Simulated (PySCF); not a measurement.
SMILES c1(cccc(c1)[Si](Cl)(Cl)Cl)[SiH3] at its GFN2-xTB optimised geometry (Å):

```
18

Si    -2.1594    -2.1015    -0.0071
C     -1.2134    -0.4654     0.0000
C     -1.8653     0.7635     0.0005
C     -1.1516     1.9488     0.0018
C      0.2307     1.9263     0.0021
C      0.9193     0.7136     0.0000
Si     2.8072     0.6438     0.0181
Cl     3.5916     2.4522    -0.4362
Cl     3.4569    -0.7151    -1.3362
Cl     3.4672     0.0893     1.8523
C      0.1758    -0.4654     0.0000
H     -3.5916    -1.8104     0.0710
H     -1.7358    -2.8951     1.1482
H     -1.8523    -2.8190    -1.2463
H     -2.9455     0.7913    -0.0007
H     -1.6731     2.8951     0.0021
H      0.7815     2.8548     0.0015
H      0.6964    -1.4129    -0.0024
```

Calculation: B3LYP/def2-SVP run with PySCF.

Map of the deformation density (molecule minus spherical neutral atoms) (e/bohr³) on the plane z = 1.0 Å:

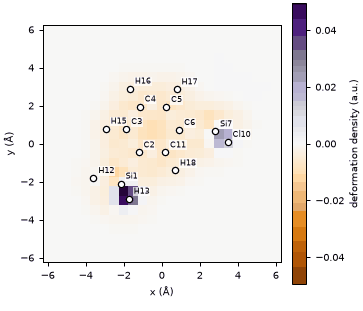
Deformation density (molecule minus spherical neutral atoms) (e/bohr³) on the plane z = 1.0 Å.
